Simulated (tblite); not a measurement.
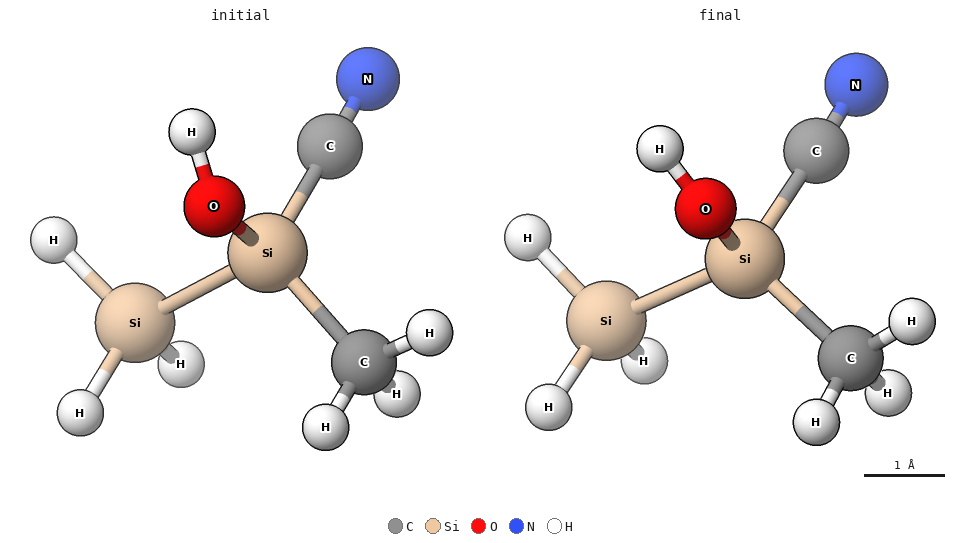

The structure of C₂H₇NOSi₂ before (left) and after (right) a relaxation, at one scale.

Style: ball-and-stick. Shown at a tilt.

Level of theory: GFN2-xTB geometry optimisation, gas phase (tblite 0.8.0). 

**Summarise the run.**

Over 58 geometry steps the energy falls by 5.37 kcal/mol. An H atom moves most after the best rigid fit: 0.26 Å. Largest moves by element: H 0.26 Å, O 0.18 Å, N 0.14 Å, Si 0.12 Å, C 0.11 Å. Among the contacts that change: O–Si 1.687 → 1.634 Å, H–Si 1.500 → 1.467 Å, H–O 0.980 → 0.952 Å, C–Si 1.875 → 1.898 Å. Bond angles that change, for instance: C–Si–Si 107.5° → 117.2°, Si–O–H 115.8° → 124.2°, C–Si–O 110.4° → 103.7°. Groups turn about O–Si by about 25°. Cost: 0.6 s on 1 thread of Arm Neoverse N1, on a shared host.
